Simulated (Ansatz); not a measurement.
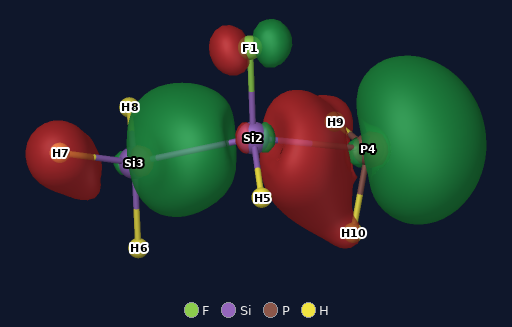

Figure 1: FH$_{6}$PSi$_{2}$. The HOMO at ±0.1 Å⁻³ᐟ² (green and red are the two phases), seen from one side.

Method: RKS PBE0-D4/6-31G* (Ansatz 0.2.0).

| atom | x (Å) | y (Å) | z (Å) |
| --- | --- | --- | --- |
| F | -1.9436 | 1.3566 | -0.2284 |
| Si | -0.3791 | 0.9329 | -0.2313 |
| Si | 0.0147 | -0.6519 | 1.4395 |
| P | 0.1744 | 0.2378 | -2.3070 |
| H | 0.4332 | 2.1611 | 0.0131 |
| H | 1.4793 | -0.9354 | 1.4489 |
| H | -0.3878 | -0.1692 | 2.7910 |
| H | -0.7086 | -1.9194 | 1.1379 |
| H | -0.1427 | -1.1350 | -2.1092 |
| H | 1.5434 | 0.0715 | -1.9514 |

**What is the character of this orbital?**

By Hirshfeld shares it lies mainly on P4 (about 60 %), Si2 (about 15 %) and Si3 (about 15 %). Its energy is −7.41 eV.
